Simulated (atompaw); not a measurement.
# Pseudopotential generation for zirconium: PAW (atompaw), LDA (PW92)

Aim: build the potential from the settings below, then test how well it stands in for the atom: scattering, ghost states and the plane-wave cutoff that it needs.

Method: atompaw 4.2.0.5, LDA (PW92), scalar-relativistic.

## 1. The atom and the settings

The settings as typed:

```
element                 : zirconium (Zr, Z = 40)
type                    : PAW
frozen core             : [Ar] 3d10
valence charge          : 12
reference configuration : 4s2 4p6 4d2 5s2 5p0
partial waves           : 4s (bound): rc 2.20 bohr; 5s (bound): rc 3.00 bohr; 4p (bound): rc 1.70 bohr; 5p (bound, empty): rc 3.00 bohr; 4d (bound): rc 3.00 bohr; 4d channel at 0.05 Ry: rc 3.00 bohr; 4f channel at 0.15 Ry: rc 3.00 bohr
local potential         : troulliermartins scheme with l = 4 at 1 Ry, radius 2.05 bohr
core correction         : smooth core density matched at 2.40 bohr
augmentation charge     : besselshape compensation charge, radius 2.50 bohr; PAW radius 3.00 bohr; waves and projectors: custom rrkj vanderbiltortho
```

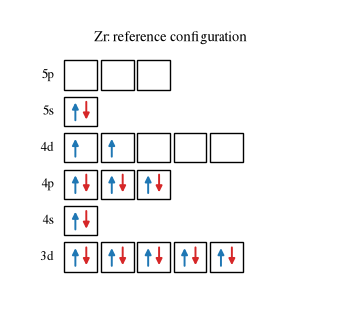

The outer shells as boxes. The arrows follow Hund's rule for the drawing; the calculation itself is spin-unpolarised.

## 2. Generating the potential

Zr.input reads:

```
Zr 40
LDA-PW scalarrelativistic loggrid 1500 logderivrange -6 5 276
5 5 4 0 0 0
5 1 0
4 2 2
0 0 0
c
c
c
v
v
c
c
v
v
c
v
3
3.00 2.50 2.05 2.40
n
n
y
0.05
n
y
0.15
n
custom rrkj vanderbiltortho besselshape
4 1 troulliermartins
2.20
3.00
1.70
3.00
3.00
3.00
3.00
PWSCFOUT
UPFDX 0.0125d0 UPFXMIN -7.d0 UPFZMESH 40.d0
END
```

The run is started by

```sh
$ atompaw < Zr.input > Zr.log
```

Output in the file Zr (summary file):

```text
 Completed calculations for Zr (AE)

 Exchange-correlation type: LDA, Perdew-Wang correlation

 Radial integration grid is logarithmic 
 r0 =   2.1400192E-04 h =   8.5600766E-03   n =      1500 rmax =   8.0000000E+01

 Scalar relativistic calculation

 AEatom converged in  36 iterations
   nz     =  40.00
   delta  =       4.708831830311E-16

 All Electron Orbital energies:         
  n  l      occupancy      energy
  1  0      2.0000000E+00 -1.3082104E+03
  2  0      2.0000000E+00 -1.8130566E+02
  3  0      2.0000000E+00 -2.9666331E+01
  4  0      2.0000000E+00 -4.0070048E+00
  5  0      2.0000000E+00 -3.3728658E-01
  2  1      6.0000000E+00 -1.6181039E+02
  3  1      6.0000000E+00 -2.3316212E+01
  4  1      6.0000000E+00 -2.3890936E+00
  5  1      0.0000000E+00 -1.1369111E-01
  3  2      1.0000000E+01 -1.2857847E+01
  4  2      2.0000000E+00 -2.7450552E-01

 Total energy
   Total                    :    -7189.19531116113922

 ---
 Completed calculations for Zr (SC)

 Exchange-correlation type: LDA, Perdew-Wang correlation

 Radial integration grid is logarithmic 
 r0 =   2.1400192E-04 h =   8.5600766E-03   n =      1500 rmax =   8.0000000E+01

 Scalar relativistic calculation

 SCatom converged in   3 iterations
   nz     =  40.00
   delta  =       3.698174357120E-17

 Valence Electron Orbital energies:         
  n  l      occupancy      energy
   4  0      2.0000000E+00 -4.0070048E+00
   5  0      2.0000000E+00 -3.3728658E-01
   4  1      6.0000000E+00 -2.3890936E+00
   5  1      0.0000000E+00 -1.1369111E-01
   4  2      2.0000000E+00 -2.7450552E-01

 Total energy
   Total                    :    -7189.19531115163136
   Valence                  :     -298.68645796176509

 PAW parameters: 
       lmax =            3
         rc =    3.0145451773161365     
        irc =         1117
   rc_shape =    2.5185249065646618     
    rc_vloc =    2.0507634873210256     
    rc_core =    2.4129963562560071     
   Vloc: Norm-conserving Troullier-Martins with l= 4;e=   1.0000E+00
   Projector type: RRKJ pseudization + Vanderbilt ortho.
   Bessel compensation charge shape zeroed at   2.5185E+00

 Number of basis functions     7
 No.   n  nodes  l      Energy         Cp coeff         Occ
  1    4    3    0   -0.4007005E+01  0.5717591E+00  0.2000000E+01
  2    5    4    0   -0.3372866E+00  0.2891433E+01  0.2000000E+01
  3    4    2    1   -0.2389094E+01  0.1106600E+01  0.6000000E+01
  4    5    3    1   -0.1136911E+00  0.1461902E+02  0.0000000E+00
  5    4    1    2   -0.2745055E+00 -0.3086882E+02  0.2000000E+01
  6  999    2    2    0.5000000E-01 -0.2418200E+00  0.0000000E+00
  7  999    0    3    0.1500000E+00 -0.9220757E+02  0.0000000E+00

 Eigenvalues of overlap operator (in the basis of projectors):
    1        2.34188102E-01
    2        2.92416149E-01
    3        4.39047479E-01
    4        9.84601227E+01
    5        2.20390354E+02
    6        2.48599905E+02
    7        1.82790492E+03

 Orbital leakage outside PAW augmentation regions
   orb  is_core?  %out_of_sphere
   1 0    T           0.00
   2 0    T           0.00
   3 0    T           0.00
   4 0    F           0.13
   5 0    F          67.10
   2 1    T          -0.00
   3 1    T           0.00
   4 1    F           0.73
   5 1    F          88.30
   3 2    T           0.00
   4 2    F          21.47

 Summary of PAW energies
   Total valence energy     :   -298.69371646752370
   Smooth energy            :      1.02888868243418
   One center               :   -299.72260514995787
   Smooth kinetic           :     29.30053054888894
   Vloc energy              :    -21.72981764802778
   Smooth exch-corr         :    -12.51325121755703
   One-center xc            :   -207.30480773073879
```

Wall time 6.4 s (1 thread, shared host).

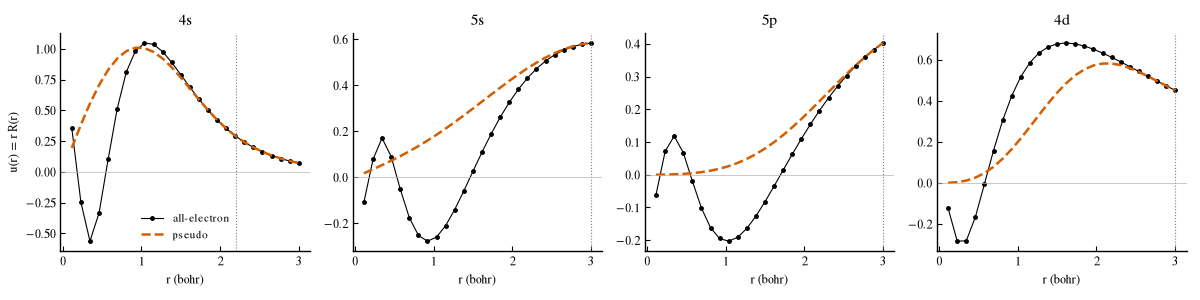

Bound waves of the atom and their pseudo partners (4s, 5s, 5p, 4d), with the matching radii dotted. The curves join 26 sampled radii, too few to resolve the innermost nodes.

## 3. Does it scatter like the atom?

Taken from the files of the generation run. The phase is arctan(r·u′/u) with u = r·R, unwrapped, with energies in Ry. A pole is an energy at which the radial function vanishes at the test radius. The pseudo phase is shifted by a multiple of π to meet the all-electron one at the reference energy. Levels narrower than the energy grid can be missing from the poles. The last column is the largest difference on the grid between −1 and +1 Ry.

```tsv
channel	radius (bohr)	reference (Ry)	poles AE	poles PS	window around the reference with phases within 0.05 rad (Ry)	largest difference near zero (rad)
s	3.02	-0.34	-3.98, 1.64	-3.98, 1.25, 4.34	below 1.2	0.040
p	3.02	-0.11	-2.33, 2.63	-2.33, 2.08	below 1.5	0.048
d	3.02	-0.27	0.13, 4.51	0.13, 1.68	below 1.2	0.008
f	3.02	0.15	2.47	1.17, 2.82	below 1.1	0.001
```

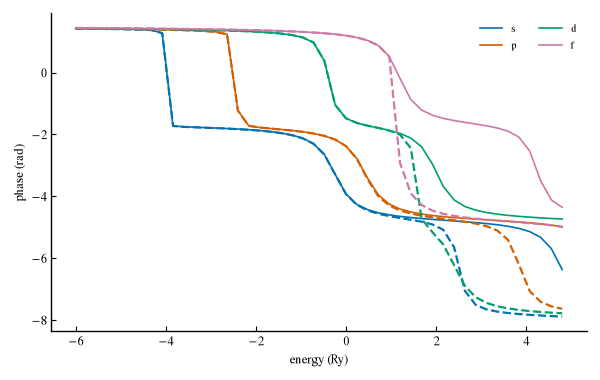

Phases by channel: all-electron solid, pseudo dashed.

## 4. Cutoff and ghost test in a Bessel basis

This step uses the generator's waves and projectors in a separate script. Basis: spherical Bessel functions vanishing at 20 bohr, q² up to the cutoff; potential fixed at the reference.

All-electron valence levels (Ry): 4s -4.0070, 5s -0.3373, 4p -2.3891, 5p -0.1137, 4d -0.2745. The lowest levels of each channel (Ry) by cutoff; the last column sums, over occupied levels, occupation times the distance from the level at 400 Ry. A positive value at high cutoff is not a bound level.

| cutoff (Ry) | s #1 | s #2 | p #1 | p #2 | d #1 | f #1 | Σ f·Δε (mRy) |
| --- | --- | --- | --- | --- | --- | --- | --- |
| 8 | -3.9844 | -0.3373 | -1.2119 | -0.1136 | -0.2672 | 0.1032 | 7123.1 |
| 12 | -4.0064 | -0.3373 | -2.1601 | -0.1137 | -0.2744 | 0.1032 | 1375.3 |
| 15 | -4.0066 | -0.3373 | -2.3241 | -0.1137 | -0.2744 | 0.1032 | 391.2 |
| 21 | -4.0069 | -0.3373 | -2.3800 | -0.1137 | -0.2745 | 0.1032 | 54.7 |
| 25 | -4.0070 | -0.3373 | -2.3877 | -0.1137 | -0.2745 | 0.1032 | 8.4 |
| 30 | -4.0070 | -0.3373 | -2.3887 | -0.1137 | -0.2745 | 0.1032 | 2.2 |
| 40 | -4.0070 | -0.3373 | -2.3888 | -0.1137 | -0.2745 | 0.1032 | 1.6 |
| 45 | -4.0070 | -0.3373 | -2.3889 | -0.1137 | -0.2745 | 0.1032 | 0.7 |
| 55 | -4.0070 | -0.3373 | -2.3890 | -0.1137 | -0.2745 | 0.1032 | 0.2 |
| 400 | -4.0070 | -0.3373 | -2.3891 | -0.1137 | -0.2745 | 0.1032 | 0.0 |

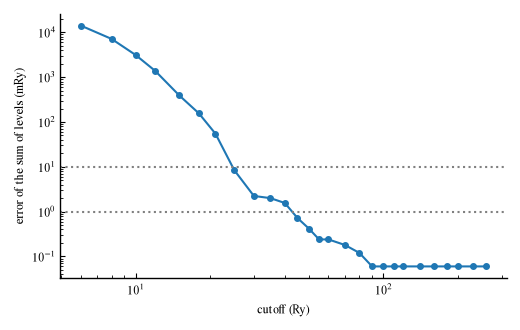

Occupation-weighted error of the valence levels against the cutoff; the dotted lines mark 10 and 1 mRy.

The sum stays within 10 mRy from 25 Ry and within 1 mRy from 45 Ry. The sum leaves out empty levels, which can need more. Ghost test: no level below the all-electron spectrum of its channel (s, p, d, f tested).

## 5. Summary of results

```
                                                quantity                                      value
               cutoffs for 10 and 1 mRy, occupied levels                            25 Ry and 45 Ry
                                            bound ghosts                                 none found
largest phase difference near zero energy, channels read                                  0.048 rad
         lowest eigenvalue of the overlap (Bessel basis)                                  0.352 (s)
        share of valence orbitals outside the PAW sphere  4s 0 %, 5s 67 %, 4p 1 %, 5p 88 %, 4d 21 %
                                                UPF file                                    written
```

In words: By its cutoff, 25 Ry for the looser tolerance, it is soft on the atom at that tolerance. The slowest occupied level is 4p: taken alone it needs 30 Ry to come within 1 mRy, against 12 Ry for 4s. It is free of bound ghosts as far as tested. Near zero energy the largest phase difference among the channels read is 0.05 rad, in the p channel. In the d channel the atom's pole at 4.51 Ry sits lower, at 1.68 Ry, in the pseudo curve. The pseudo curves have a pole with no partner nearby in the atom's: f at 1.17 Ry. At positive energy that is a spurious or a displaced resonance. These are tests on the free atom; a crystal test is still owed.
